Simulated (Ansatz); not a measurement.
## Electronic structure of C₃H₉ClFMoNO₂ (SMILES C[N]=[Mo]([F])([Cl])([O]C)[O]C) in real space

Input file:

```
crystal:
  periodic: [false, false, false]
  atoms:
    - {symbol: C, position_ang: [1.771489, -1.630600, -1.283897]}
    - {symbol: N, position_ang: [0.727850, -0.861253, -0.735715]}
    - {symbol: Mo, position_ang: [-0.778743, -0.282003, -0.149248]}
    - {symbol: F, position_ang: [-1.664633, -1.535249, -1.227381]}
    - {symbol: Cl, position_ang: [-3.020344, 0.081777, 0.640447]}
    - {symbol: O, position_ang: [-0.696378, 1.451707, -0.740231]}
    - {symbol: C, position_ang: [0.300261, 2.182805, -1.407256]}
    - {symbol: O, position_ang: [-0.263788, -0.441084, 1.631636]}
    - {symbol: C, position_ang: [-0.934493, -0.190553, 2.848626]}
    - {symbol: H, position_ang: [2.410290, -1.018862, -1.929031]}
    - {symbol: H, position_ang: [1.354236, -2.450912, -1.879851]}
    - {symbol: H, position_ang: [2.389133, -2.052581, -0.483078]}
    - {symbol: H, position_ang: [1.160313, 1.549134, -1.643708]}
    - {symbol: H, position_ang: [0.622104, 3.008852, -0.768137]}
    - {symbol: H, position_ang: [-0.120207, 2.588609, -2.330525]}
    - {symbol: H, position_ang: [-0.205341, -0.343603, 3.648639]}
    - {symbol: H, position_ang: [-1.315782, 0.831506, 2.885144]}
    - {symbol: H, position_ang: [-1.773567, -0.876191, 2.975664]}
basis:
  gaussian: {orbitals: def2-TZVPP}
hamiltonian: {xc: pbe0, dispersion: d4}
output: {orbitals: {seedname: orbitals}}
```

Launched as:

```sh
ansatz run in.yaml --threads 4 --pin off --events-out ev --progress --plain --max-ram 66560MiB --backend cuda --devices 0, --max-vram 37GiB
```

Geometry: PBE0-D4/def2-TZVP; core potentials replace the inner electrons of Mo.

Computed with RKS PBE0-D4/def2-TZVPP (Ansatz).

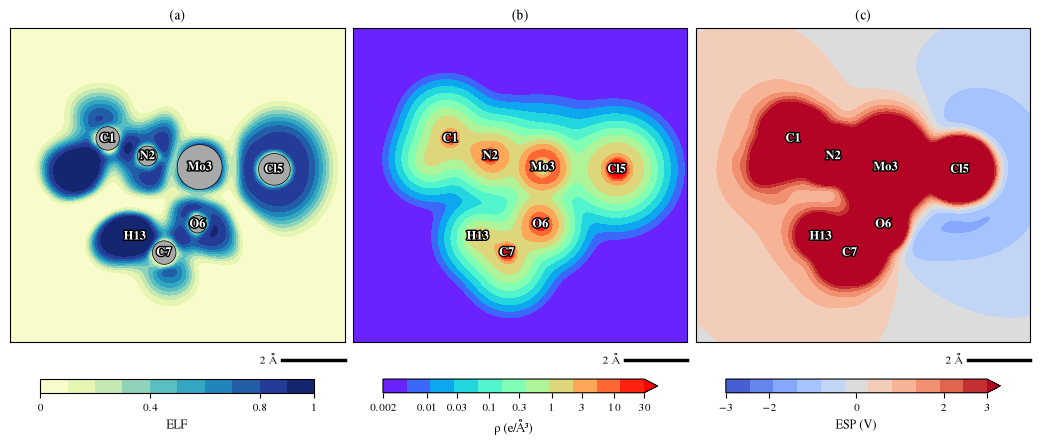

Figure 1. (a) electron localisation function; (b) electron density; (c) molecular electrostatic potential on the plane of atoms O6, C7 and H13. Grey discs cover the atomic cores in the ELF map.

Q: Interpret the plot.

A: The section cuts through C, N, Mo, Cl, O and H sites. C–O (1.40 Å): the density is about 2.1 e/Å³ at the midpoint, with its minimum of 1.7 e/Å³ about 0.5 Å from C; the ELF peaks at about 0.85 between the atoms; a shared but strongly polarised pair. C–N (1.41 Å): ρ at the midpoint is about 2.1 e/Å³; the ELF peaks at about 0.90 between the atoms: a covalent bond. Mo–N (1.72 Å): the density is about 1.7 e/Å³ at the midpoint; the ELF peaks at about 0.65 in the valence shell of N, 0.6 Å from its nucleus, and drops to about 0.30 between the two atoms. Mo–O (1.83 Å): ρ at the midpoint is about 1.3 e/Å³; the ELF peaks at about 0.85 in the valence shell of O, 0.6 Å from its nucleus, and drops to about 0.35 between the two atoms. Mo–Cl (2.40 Å): ρ at the midpoint is about 0.55 e/Å³; the ELF peaks at about 0.85 in the valence shell of Cl, 0.8 Å from its nucleus, and is about 0.35 at the midpoint. Outside the dense part of the molecule the potential is most negative (−1.4 V) near Cl5.

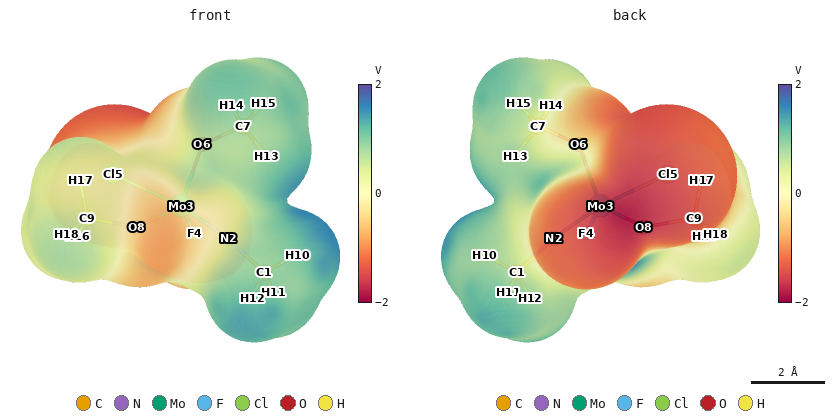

Figure 2. The electrostatic potential painted on the density surface at 0.002 e/bohr³, seen from the front and from behind; the colour scale runs from red (negative) to blue (positive).

Q: Describe the electrostatic potential map.

A: The most negative region (about −1.8 V, or −42 kcal/mol for a unit charge) lies over F4 and Cl5, the most positive (about +1.6 V, or +37 kcal/mol for a unit charge) over Mo3 and H10.

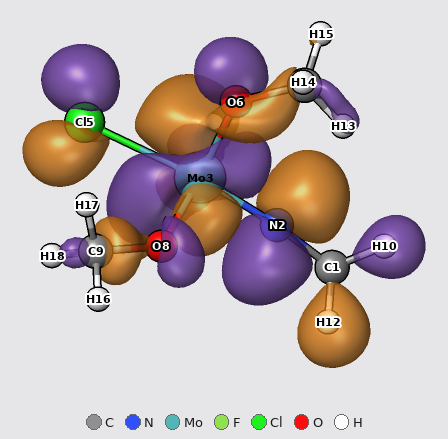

Figure 3. One frontier orbital at ±0.06 Å⁻³ᐟ² (orange and purple are the two phases), seen at an oblique angle.

Q: Which orbital is it: HOMO or LUMO?

A: The LUMO, at −2.35 eV. Its weight (Hirshfeld) is mainly on Mo3 (about 55 %), N2 (about 20 %) and Cl5 (about 5 %).
